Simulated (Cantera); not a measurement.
Charge: 1 mol S, 8.7 mol H2O, 0.49 mol O2, held at 25.0 bar.

Cantera equilibrium calculation (NASA polynomials, part measured and part estimated; ideal gas, pure solids and liquids). Candidate condensed phases: H2O, H2SO4, S; 19 gas species. Gases not in the tables: S3 to S7. Rates play no part.

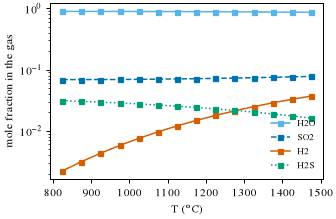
Figure. Equilibrium gas composition (values under 1e-9 drawn at 1e-9)

**Question.** Read off the mole fractions at 925 °C.

**Answer.** H2O about 0.89, SO2 about 0.069, H2S about 0.029, H2 about 0.0043.
